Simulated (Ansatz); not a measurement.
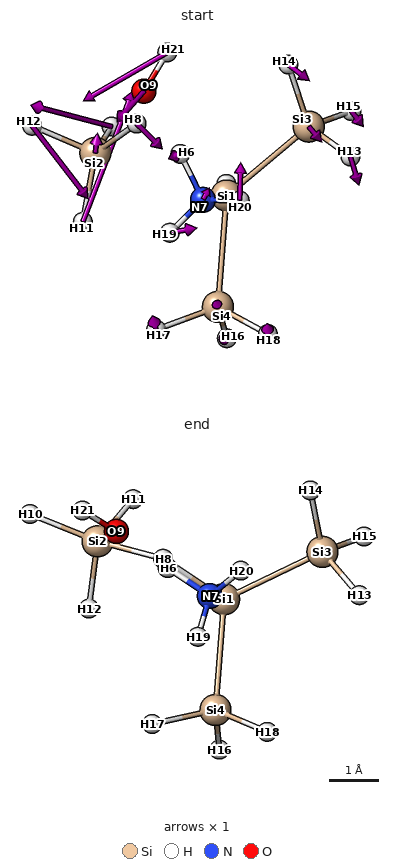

The structure of Si4NH15O before (top) and after (bottom) a constrained relaxation, at one scale. The purple arrows give the displacements, at their true length.

Style: ball-and-stick. Shown at a tilt.

The reaction that was planned forms Si1–N7, H6–O9, Si2–H8 and breaks Si1–Si2, H6–N7, H8–O9 (atoms numbered from 1 in input order).

These are results of RKS PBE0-D4/def2-SVP in Ansatz, not measurements. Settings: held fixed: the distance between atoms 1 (Si) and 7 (N), the distance between atoms 6 (H) and 9 (O), the distance between atoms 2 (Si) and 8 (H), the distance between atoms 1 (Si) and 2 (Si), the distance between atoms 6 (H) and 7 (N), the distance between atoms 8 (H) and 9 (O), counting from 1; force threshold 0.04 eV/Å; at most 150 steps.

> What changed between the two?

After 29 geometry steps the energy has fallen by 174.9 kJ/mol. The largest force component goes from 0.58 to 0.034 eV/Å. The forces were under the threshold at step 26, but the run went on from there. The largest move after the best rigid fit is that of an H atom, 2.99 Å. By element the largest moves are H 2.99 Å, O 1.09 Å, Si 0.46 Å, N 0.30 Å. Some distances before and after: O–Si 2.963 → 1.725 Å, H–Si 2.492 → 1.582 Å, H–Si 1.466 → 1.515 Å, H–Si 1.470 → 1.499 Å. New bonds form, among them: H–Si (2.49 → 1.58 Å), O–Si (2.96 → 1.72 Å). Bond angles that change, for instance: H–Si–H 114.4° → 148.7°, H–Si–H 124.4° → 91.1°, Si–Si–Si 130.8° → 116.1°.
